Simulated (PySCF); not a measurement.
MgNH₂Cl and related structures: several calculations on one system

## 1. Relaxation

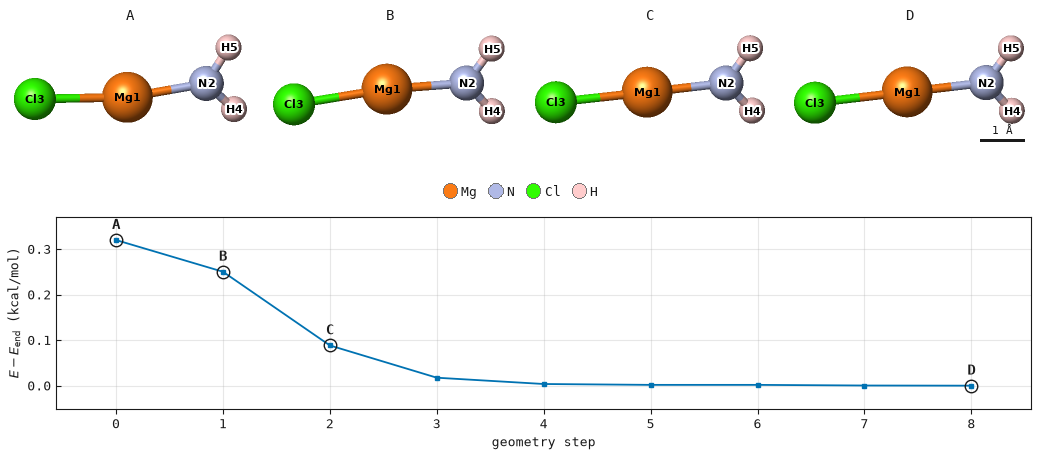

Frames of a relaxation of MgNH$_{2}$Cl, marked on the history of the run. Style: ball-and-stick. Shown at a tilt.

It is one of the separated reactants of a reaction.

Computed with RKS PBE0-D4/def2-TZVP, density fitting (PySCF). 

Question: What happens along the run?

Answer: After 8 geometry steps the energy has fallen by 0.32 kcal/mol. The largest move after the best rigid fit is that of Mg1, 0.13 Å. By element the largest moves are Mg 0.13 Å, Cl 0.09 Å, H 0.06 Å, N 0.02 Å. Near-neighbour distances that change, for instance: Mg1–Cl3 2.193 → 2.184 Å, Mg1–N2 1.878 → 1.874 Å. Among the angles between lasting bonds that change: N2–Mg1–Cl3 170.6° → 180.0°. From step 0 to 1: Mg1 moves most (0.20 Å), energy −0.07 kcal/mol. From step 1 to 2: Mg1 moves most (0.08 Å), energy −0.16 kcal/mol. From step 2 to 8: Cl3 moves most (0.02 Å), energy −0.09 kcal/mol.

## 2. Relaxation

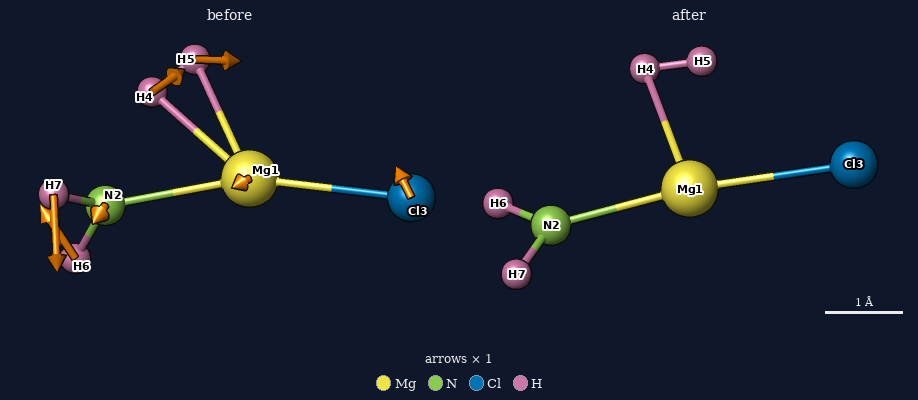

The structure of MgNH4Cl (started from a transition state, displaced along its imaginary mode) before (left) and after (right) a relaxation, at one scale. The orange arrows give the displacements, at their true length.

A ball-and-stick model, seen at a tilt.

The calculation used PySCF, RKS PBE0-D4/def2-TZVP, density fitting. 

Question: Describe what moved and what it gained.

Answer: The atom that moves furthest after the best rigid fit is H7 (1.06 Å). By element the largest moves are H 1.06 Å, Cl 0.50 Å, N 0.41 Å, Mg 0.33 Å. Among the contacts that change: Mg1–H4 1.962 → 2.308 Å, Mg1–H5 2.085 → 2.304 Å, Mg1–N2 1.924 → 1.878 Å, H4–H5 0.736 → 0.754 Å. Bond angles that change, for instance: N2–Mg1–Cl3 159.2° → 170.6°, Mg1–N2–H6 122.6° → 126.9°. Over 46 geometry steps the energy falls by 8.58 kcal/mol.

## 3. Reaction

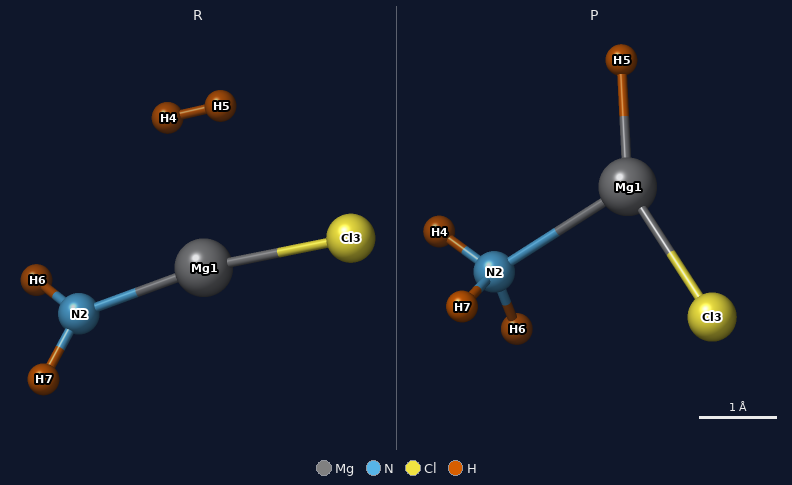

Reactant (R) and product (P) of one elementary step of MgNH4Cl. The picture is a ball-and-stick view, seen at a tilt.

Stationary points at PBE0-D4/def2-TZVP, single-point energies with CCSD(T)/CBS, CCSD(T), PBE0-D4, PBE-D4, BHLYP-D4, B3LYP-D4 (def2-TZVPP where no basis is named; PySCF 2.14.0). The energies are electronic, without zero-point or thermal terms, and both ends are the relaxed geometries reached downhill from the saddle, with any fragments still in contact. CCSD(T)/CBS stands for a frozen-core estimate: MP2 correlation extrapolated from def2-TZVPP and def2-QZVPP, CCSD(T) minus MP2 from the smaller set.

### What is the transition state like, and how high is the barrier?

Counted by bonded pieces, R holds H₂ + MgH₂NCl and P holds MgH₄NCl. From R over the saddle to P, bonds form: Mg1–H5 (2.30 → 1.94 → 1.71 Å), N2–H4 (2.85 → 1.44 → 1.01 Å). A bond breaks: H4–H5 (0.75 → 0.98 → 3.37 Å). Bonds that stay but change much: Mg1–N2 (1.88 → 1.99 → 2.18 Å). The saddle has one imaginary mode, 1051i cm⁻¹. The end P keeps a soft imaginary mode of 54i cm⁻¹, so it isn't quite a minimum. With CCSD(T)/CBS the barrier is 64.2 kJ/mol from R and 113.7 kJ/mol from P, and P lies 49.5 kJ/mol below R.

```tsv
level	barrier from R (kJ/mol)	barrier from P (kJ/mol)	P less R (kJ/mol)
CCSD(T)/CBS	64.2	113.7	−49.5
CCSD(T)	62.5	122.3	−59.8
PBE0-D4	45.3	111.3	−66.0
PBE-D4	37.6	96.3	−58.6
BHLYP-D4	63.3	131.7	−68.4
B3LYP-D4	53.8	113.5	−59.6
```

Against CCSD(T)/CBS, BHLYP-D4 comes closest on the barrier from R (−0.9 kJ/mol) and PBE-D4 misses most (−26.6 kJ/mol).

The saddle point in the same view, with dashed sticks for the bonds that form or break:

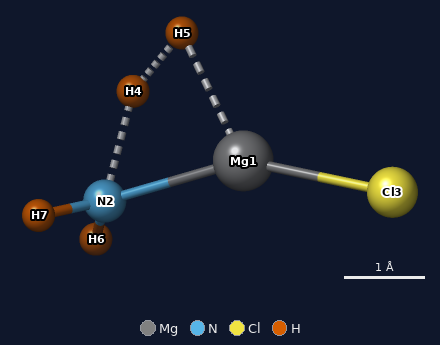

Limits of the set-up: the start holds two separate molecules, 2.3 Å apart at their closest, whose relative position is a soft coordinate.
